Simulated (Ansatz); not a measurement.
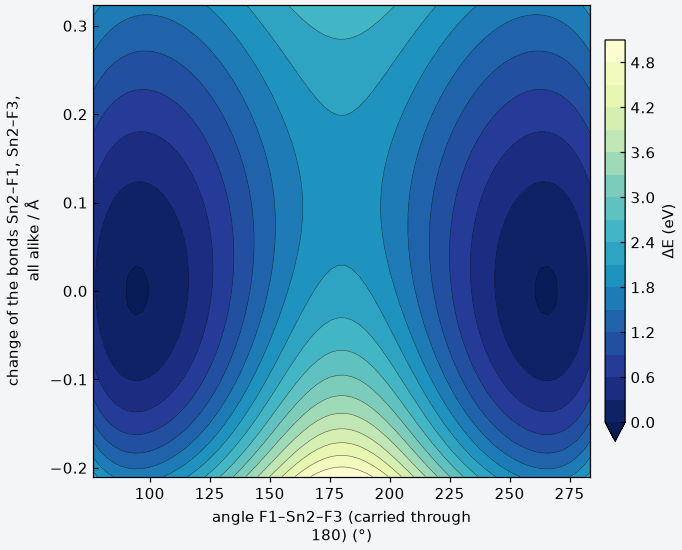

F₂Sn, SMILES [F][Sn][F]. 
- First axis: angle F1–Sn2–F3 (carried through 180). Second axis: change of the bonds Sn2–F1, Sn2–F3, all alike.
- Nothing is relaxed (all other coordinates rigid).
- Grid: 15 × 15 points; 120 points were computed and 105 follow by symmetry.
- Points are written as (first, second).
- Energies are in eV, from the lowest grid point.
- The calculation used Ansatz 0.2.0, RHF/def2-TZVP.

Drawn: filled contours. Between grid points the surface is interpolated.

The lowest grid point is at (91.2°, 0.019 Å); the map holds 2 wells of about this depth. It is the only kind of minimum in the scanned range. The highest grid point, (180.0°, −0.210 Å), lies 5.07 eV above the lowest. On the interpolated surface the easiest way out of the lowest well to a well of about the same depth near (268.8°, 0.019 Å) passes a barrier of about 2 eV.

The system is changed to Cl2Sn, SMILES [Cl][Sn][Cl]; the new grid has 15 × 15 points, laid about the new relaxed structure.

What does this change do to the map?

Answer. The minimum (interpolated where it lies between grid points) moves from about (95°, 0.000 Å) to about (98°, 0.000 Å). The easiest pass out of the lowest well goes from about 2 to about 1.7 eV on the interpolated surfaces. The curvature at the minimum changes by less than a tenth (about 5.6) eV/rad² along the first coordinate and from about 52 to 28 eV/Å² along the second coordinate.

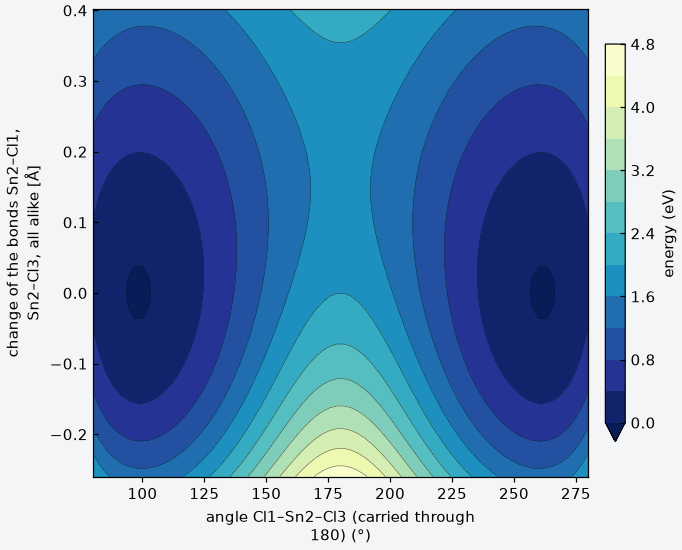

The map after the change, on a colour scale of its own. The picture shows filled contours. Between grid points the surface is interpolated.
